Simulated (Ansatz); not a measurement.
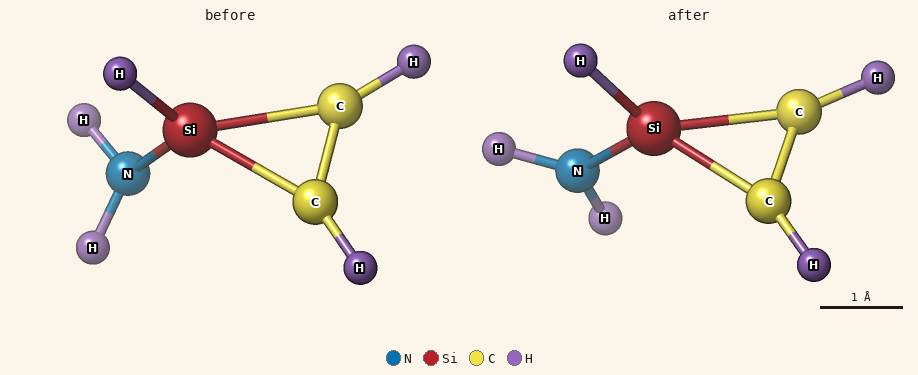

The structure of C$_{2}$H$_{5}$NSi before (left) and after (right) a relaxation, at one scale.

A ball-and-stick model, seen at a tilt.

Computed with RKS PBE0-D4/def2-TZVP (Ansatz). Settings: force threshold 0.005 eV/Å; at most 200 steps.

**What changed between the two?**

An H atom moves most after the best rigid fit: 0.96 Å. By element the largest moves are H 0.96 Å, N 0.16 Å, C 0.12 Å, Si 0.06 Å. Among the contacts that change: C–Si 1.856 → 1.793 Å, H–Si 1.456 → 1.480 Å, N–Si 1.722 → 1.700 Å, C–H 1.076 → 1.086 Å. Bond angles that change, for instance: N–Si–H 115.9° → 105.9°, N–Si–C 118.1° → 124.7°, N–Si–C 118.9° → 124.8°. After 12 accepted moves (14 points after the start) the energy has fallen by 5.57 kcal/mol. The largest force component goes from 1.6 to 0.0016 eV/Å. The line search rejected the trial steps at points 9, 13 of the run. The forces were under the threshold at step 12, but the run went on from there.
